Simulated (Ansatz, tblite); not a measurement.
# BH2F: one state, many levels, part 2 of 2

Aim: run the singlet of BH2F at one geometry on many levels, and compare frontier levels, spin and run time.

Ansatz 0.2.0, Gaussian basis; as each input shows. The steps go on from the part before.

### 18 r2SCAN-D4/def2-TZVPD

Input file in.yaml:

```yaml
crystal:
  periodic: [false, false, false]
  atoms:
    - {symbol: B, position_ang: [0.027484, 0.045041, -0.000147]}
    - {symbol: H, position_ang: [1.229074, -0.033216, 0.016177]}
    - {symbol: H, position_ang: [-0.591633, 1.077762, -0.019771]}
    - {symbol: F, position_ang: [-0.664925, -1.089576, 0.003751]}
basis:
  gaussian: {orbitals: def2-TZVPD, initial_orbitals: start.molden}
hamiltonian: {xc: r2scan, dispersion: d4}
scf: {omitted_lower_state_checks: [starts]}
output: {orbitals: {seedname: orbitals}}
```

The run is started by

```bash
$ ansatz run in.yaml --threads 4 --pin off --events-out ev --progress --plain --max-ram 3916MiB
```

The log of the run:

```text
Functional definition: r2SCAN
  name "r2SCAN"
  cite "Furness, Kaplan, Ning, Perdew & Sun, J. Phys. Chem. Lett. 11, 8208 (2020) doi:10.1021/acs.jpclett.0c02405"
  cite "Furness, Kaplan, Ning, Perdew & Sun, J. Phys. Chem. Lett. 11, 9248 (2020) doi:10.1021/acs.jpclett.0c03077"
  parent r2scan
  parameter k0 = 0.174
  parameter k1 = 0.065
  parameter a1 = 4.9479
  exchange = r2scan_x(k0 = k0, k1 = k1, a1 = a1)
  correlation = r2scan_c
these checks for a lower state are left out or cut short: starts
464 factors; their error is unknown
mean field evaluation 1: about -3426.2972 eV, gradient 4.5e0 eV
mean field evaluation 2: about -3426.3205 eV, gradient 3.9e-2 eV
mean field evaluation 4: about -3426.3130 eV, gradient 5.2e-5 eV
mean field evaluation 8: about -3426.3130 eV, gradient 1.2e-5 eV
mean field -3426.31303240 eV, -125.9146815025 hartree, gradient 1.2e-5 eV, S^2 0.000000; 0 other end points of the search recorded, 0 dependent functions left out
reference -3426.31304655 eV, -125.9146820224 hartree; 8, 8 occupied and 87, 87 virtual orbitals, 464 factors
Total energy: -3426.31791123 eV, -125.9148607960 hartree
Checks for a lower state left out: starts
```

Run time: 0.75 s. Hardware: 4 threads of Arm Neoverse V1, shared host.

Report: HOMO -8.15 eV, LUMO -1.84 eV.

### 19 CCSD(T)/def2-TZVPP

Edit in.yaml of step 18 so:

```diff
@@ -8,4 +8,4 @@
 basis:
-  gaussian: {orbitals: def2-TZVPD, initial_orbitals: start.molden}
-hamiltonian: {xc: r2scan, dispersion: d4}
+  gaussian: {orbitals: def2-TZVPP, initial_orbitals: start.molden}
+correlation: {method: ccsd_t}
 scf: {omitted_lower_state_checks: [starts]}
```

Same command.

The log of the run, cut to the lines that bear on the results:

```text
Functional definition: HF
  name "HF"
  cite "Fock, Z. Phys. 61, 126 (1930) doi:10.1007/BF01340294"
  parent pbe
[...]
551 factors; integrals over basis functions are off by at most 1.6e-3 eV
[...]
mean field -3411.74280465 eV, -125.3792355084 hartree, gradient 1.7e-6 eV, S^2 0.000000; 0 other end points of the search recorded, 0 dependent functions left out
2 core orbitals not correlated: weight in the atoms' cores, before any rotation towards them, 1.000 or more for the frozen orbitals, at most 0.000 for the correlated occupied ones
reference -3411.74280465 eV, -125.3792355084 hartree; 6, 6 occupied and 82, 82 virtual orbitals, 551 factors
second order -9.67505057 eV of doubles, -0.00000000 eV of singles
cycle   1  -9.79245720 eV  change   -1.2e-1 eV  update   6.9e-2
[...]
cycle   9  -10.07218166 eV  change   -8.0e-6 eV  update   7.3e-6
perturbative correction -0.27308866 eV, -0.0100358231 hartree
Total energy: -3422.08807497 eV, -125.7594171805 hartree
Checks for a lower state left out: starts
```

Run time: 0.55 s. Hardware: 4 threads of Arm Neoverse V1, shared host.

From the report: Hartree-Fock HOMO -13.29 eV, LUMO 2.10 eV; T1 0.013.

### 20 MP2/def2-TZVP

Edit in.yaml of step 19 so:

```diff
@@ -8,4 +8,4 @@
 basis:
-  gaussian: {orbitals: def2-TZVPP, initial_orbitals: start.molden}
-correlation: {method: ccsd_t}
+  gaussian: {orbitals: def2-TZVP, initial_orbitals: start.molden}
+correlation: {method: mp2}
 scf: {omitted_lower_state_checks: [starts]}
```

Launched as before.

The log of the run:

```text
Functional definition: HF
  name "HF"
  cite "Fock, Z. Phys. 61, 126 (1930) doi:10.1007/BF01340294"
  parent pbe
  exchange = exact_x
  correlation = 0
these checks for a lower state are left out or cut short: starts
503 factors; integrals over basis functions are off by at most 1.9e-3 eV
mean field evaluation 1: about -3411.4253 eV, gradient 1.7e1 eV
mean field evaluation 2: about -3411.7313 eV, gradient 4.9e-1 eV
mean field evaluation 4: about -3411.7331 eV, gradient 5.4e-2 eV
mean field evaluation 8: about -3411.7331 eV, gradient 1.1e-6 eV
mean field -3411.73314535 eV, -125.3788805359 hartree, gradient 1.1e-6 eV, S^2 0.000000; 0 other end points of the search recorded, 0 dependent functions left out
2 core orbitals not correlated: weight in the atoms' cores, before any rotation towards them, 1.000 or more for the frozen orbitals, at most 0.000 for the correlated occupied ones
reference -3411.73314535 eV, -125.3788805359 hartree; 6, 6 occupied and 66, 66 virtual orbitals, 503 factors
second order -9.54036132 eV of doubles, -0.00000000 eV of singles
Total energy: -3421.27350667 eV, -125.7294823477 hartree
Checks for a lower state left out: starts
```

It took 0.15 s on 4 threads of Arm Neoverse V1, shared host.

Report: Hartree-Fock HOMO -13.30 eV, LUMO 2.10 eV.

### 21 RPA/def2-TZVP

Edit in.yaml of step 20 so:

```diff
@@ -9,4 +9,4 @@
   gaussian: {orbitals: def2-TZVP, initial_orbitals: start.molden}
-correlation: {method: mp2}
+hamiltonian: {xc: pbe}
+correlation: {method: rpa}
 scf: {omitted_lower_state_checks: [starts]}
-output: {orbitals: {seedname: orbitals}}
```

Same command.

The log of the run, cut to the lines that bear on the results:

```text
Functional definition: PBE
  name "PBE"
  cite "Perdew, Burke & Ernzerhof, Phys. Rev. Lett. 77, 3865 (1996) doi:10.1103/PhysRevLett.77.3865"
  parent pbe
[...]
503 factors; integrals over basis functions are off by at most 1.9e-3 eV
[...]
mean field -3424.05069843 eV, -125.8315422625 hartree, gradient 1.9e-6 eV, S^2 0.000000; 0 other end points of the search recorded, 0 dependent functions left out
2 core orbitals not correlated: weight in the atoms' cores, before any rotation towards them, 1.000 or more for the frozen orbitals, at most 0.000 for the correlated occupied ones
reference -3411.13134374 eV, -125.3567647347 hartree; 6, 6 occupied and 66, 66 virtual orbitals, 503 factors
Total energy: -3426.60756596 eV, -125.9255054111 hartree
Checks for a lower state left out: starts
```

Wall time 0.4 s (4 threads of Arm Neoverse V1, shared host).

### 22 CCSD(T)/def2-TZVPD

Edit in.yaml of step 21 so:

```diff
@@ -8,5 +8,5 @@
 basis:
-  gaussian: {orbitals: def2-TZVP, initial_orbitals: start.molden}
-hamiltonian: {xc: pbe}
-correlation: {method: rpa}
+  gaussian: {orbitals: def2-TZVPD, initial_orbitals: start.molden}
+correlation: {method: ccsd_t}
 scf: {omitted_lower_state_checks: [starts]}
+output: {orbitals: {seedname: orbitals}}
```

Launched as before.

The log of the run, cut to the lines that bear on the results:

```text
Functional definition: HF
  name "HF"
  cite "Fock, Z. Phys. 61, 126 (1930) doi:10.1007/BF01340294"
  parent pbe
[...]
644 factors; integrals over basis functions are off by at most 1.6e-3 eV
[...]
mean field -3411.74095786 eV, -125.3791676405 hartree, gradient 1.4e-6 eV, S^2 0.000000; 0 other end points of the search recorded, 0 dependent functions left out
2 core orbitals not correlated: weight in the atoms' cores, before any rotation towards them, 1.000 or more for the frozen orbitals, at most 0.000 for the correlated occupied ones
reference -3411.74095786 eV, -125.3791676405 hartree; 6, 6 occupied and 87, 87 virtual orbitals, 644 factors
second order -9.60018348 eV of doubles, -0.00000000 eV of singles
cycle   1  -9.73071394 eV  change   -1.3e-1 eV  update   7.0e-2
[...]
cycle   9  -10.01684227 eV  change   -1.1e-5 eV  update   9.8e-6
perturbative correction -0.27853483 eV, -0.0102359664 hartree
Total energy: -3422.03633497 eV, -125.7575157706 hartree
Checks for a lower state left out: starts
```

It took 0.7 s on 4 threads of Arm Neoverse V1, shared host.

From the report: Hartree-Fock HOMO -13.30 eV, LUMO 1.34 eV; T1 0.014.

### 23 Comparison

```
                 level  functions  HOMO (eV)  LUMO (eV)  gap (eV)    time
             HF/STO-3G         12     -10.93       7.43     18.36  0.05 s
       PBE-D4/def2-SVP         38      -7.63      -2.12      5.51  0.15 s
      PBE-D4/def2-TZVP         74      -7.77      -2.27      5.50  0.25 s
     PBE-D4/def2-TZVPD         95      -7.80      -2.33      5.47  0.35 s
     BLYP-D4/def2-TZVP         74      -7.75      -2.17      5.58  0.25 s
   r2SCAN-D4/def2-TZVP         74      -8.13      -1.81      6.33   0.6 s
  r2SCAN-D4/def2-TZVPD         95      -8.15      -1.84      6.31  0.75 s
    B3LYP-D4/def2-TZVP         74      -9.17      -1.50      7.67  0.25 s
      PBE0-D4/def2-SVP         38      -9.27      -1.05      8.22  0.15 s
     PBE0-D4/def2-TZVP         74      -9.36      -1.21      8.14  0.35 s
    PBE0-D4/def2-TZVPD         95      -9.38      -1.27      8.11   0.3 s
  r2SCAN0-D4/def2-TZVP         74      -9.59      -0.92      8.68   0.6 s
    BHLYP-D4/def2-TZVP         74     -10.93      -0.22     10.70   0.3 s
CAM-B3LYP-D4/def2-TZVP         74     -10.88      -0.15     10.73   0.3 s
     LC-ωPBE/def2-TZVP         74     -12.23       1.15     13.37   0.4 s
```

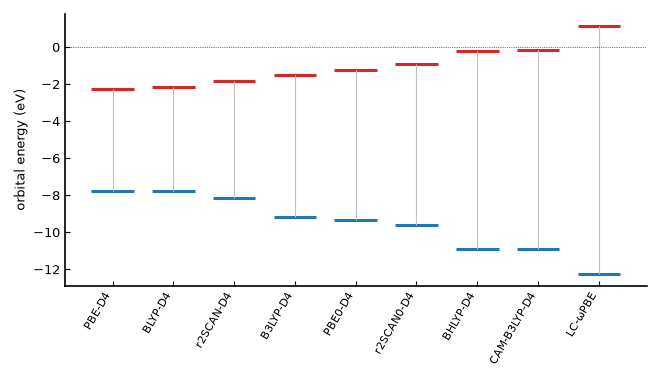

Highest filled (blue) and lowest empty (red) level in def2-TZVP.

The pieces so far (eV):

```
     basis          HF  MP2 correlation  CCSD correlation      (T)             total
def2-TZVPP  -3411.7428          -9.6751          -10.0722  -0.2731        -3422.0881
 def2-TZVP  -3411.7331          -9.5404                             -3421.2735 (MP2)
def2-TZVPD  -3411.7410          -9.6002          -10.0168  -0.2785        -3422.0363
```

### 24 Binding energy

Free atoms were run apart at each level; binding is atoms less cluster, divided by the number of atoms, without zero-point or spin-orbit terms.

```
                method  binding an atom (eV)  from CCSD(T)/def2-TZVPP (eV)    time
             HF/STO-3G                 3.615                        -0.037  0.05 s
          HF/def2-TZVP                 2.960                        -0.692        
         HF/def2-TZVPD                 2.960                        -0.692        
         HF/def2-TZVPP                 2.963                        -0.689        
       PBE-D4/def2-SVP                 3.814                        +0.162  0.15 s
      PBE-D4/def2-TZVP                 3.768                        +0.116  0.25 s
     PBE-D4/def2-TZVPD                 3.763                        +0.111  0.35 s
     BLYP-D4/def2-TZVP                 3.745                        +0.093  0.25 s
   r2SCAN-D4/def2-TZVP                 3.743                        +0.091   0.6 s
  r2SCAN-D4/def2-TZVPD                 3.740                        +0.088  0.75 s
    B3LYP-D4/def2-TZVP                 3.747                        +0.095  0.25 s
      PBE0-D4/def2-SVP                 3.743                        +0.091  0.15 s
     PBE0-D4/def2-TZVP                 3.705                        +0.053  0.35 s
    PBE0-D4/def2-TZVPD                 3.702                        +0.050   0.3 s
  r2SCAN0-D4/def2-TZVP                 3.684                        +0.032   0.6 s
    BHLYP-D4/def2-TZVP                 3.653                        +0.001   0.3 s
CAM-B3LYP-D4/def2-TZVP                 3.773                        +0.121   0.3 s
     LC-ωPBE/def2-TZVP                 3.726                        +0.074   0.4 s
         MP2/def2-TZVP                 3.704                        +0.052  0.15 s
        MP2/def2-TZVPD                 3.707                        +0.055        
       CCSD/def2-TZVPD                 3.589                        -0.063        
       CCSD/def2-TZVPP                 3.616                        -0.036        
    CCSD(T)/def2-TZVPD                 3.623                        -0.029   0.7 s
    CCSD(T)/def2-TZVPP                 3.652                             0  0.55 s
```

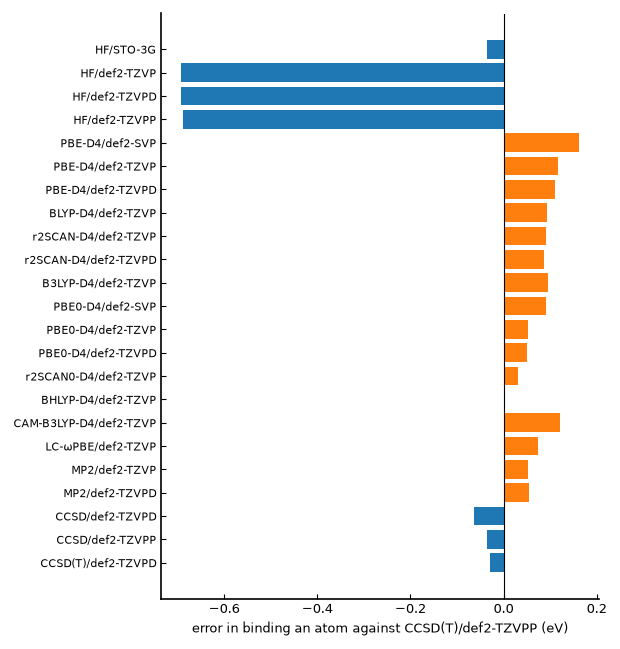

How far each level lands from CCSD(T)/def2-TZVPP.

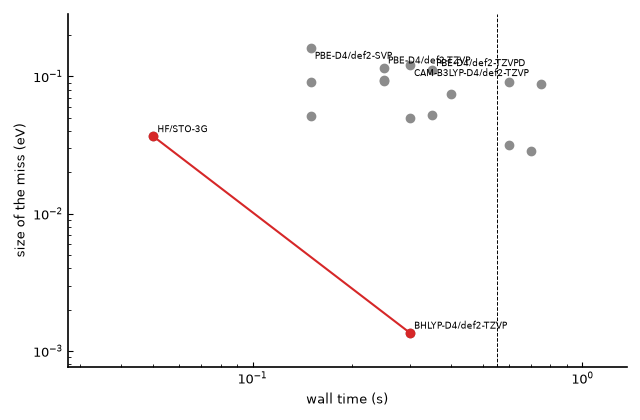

Miss against cost. Red marks the levels that no quicker level drawn beats (of those quicker than the yardstick), and the dashed line is the time of CCSD(T)/def2-TZVPP. Only those levels and the largest misses are named. Times are from a shared host. Runs this short are mostly start-up, so their order is noise.

### 25 Results

This closing draws on all 2 parts.

| quantity | value |
| --- | --- |
| gap in def2-TZVP, named functionals, smallest and largest | 5.50 eV (PBE-D4), 13.37 eV (LC-ωPBE) |
| correlation energy, CCSD(T)/def2-TZVPP | -10.35 eV |
| correlation energy, MP2/def2-TZVP | -9.54 eV |
| correlation energy, CCSD(T)/def2-TZVPD | -10.30 eV |
| binding an atom, CCSD(T)/def2-TZVPP | 3.652 eV |
| PBE0 total energy, smallest basis above largest | 4.15 eV (def2-SVP, def2-TZVPD) |

Over the named functionals in def2-TZVP the gap runs from 5.50 eV (PBE-D4) to 13.37 eV (LC-ωPBE); exact exchange widens it. A small miss in a minimal or small basis is a cancelling of errors, not accuracy. The functionals in def2-TZVP miss CCSD(T)/def2-TZVPP by +0.001 (BHLYP-D4) to +0.121 eV (CAM-B3LYP-D4) an atom. CCSD(T)/def2-TZVPP isn't at the basis-set limit; small misses against it rank nothing.

BHLYP-D4/def2-TZVP reaches 0.001 eV from the reference in 0.3 s, where CCSD(T)/def2-TZVPP took 0.55 s. The slowest run with a step of its own, r2SCAN-D4/def2-TZVPD, took 0.75 s; the quickest functional in def2-TZVP took 0.25 s (shared host).
